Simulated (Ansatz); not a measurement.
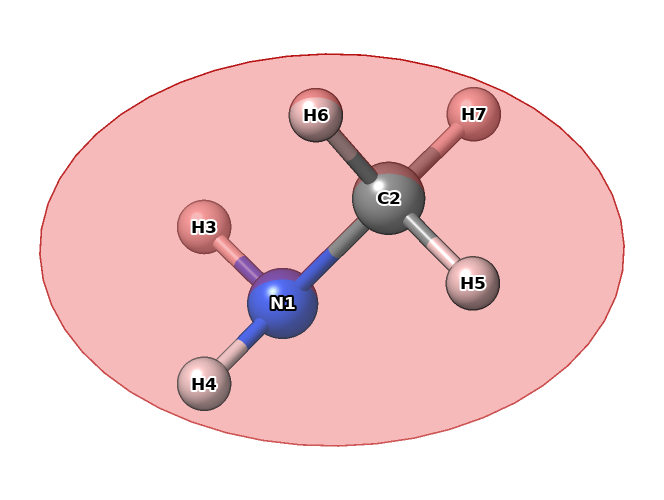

A disc through the centre of mass is drawn in. Atoms fade into the background with distance from the viewer. The geometry was computed by an optimisation with PBE0-D4/def2-TZVP.

Is the plane of the disc a mirror plane of the structure?

Answer. Yes. The reflection leaves N1, C2, H6 in place and moves H3 ↔ H4; H5 ↔ H7. The point group is Cs.
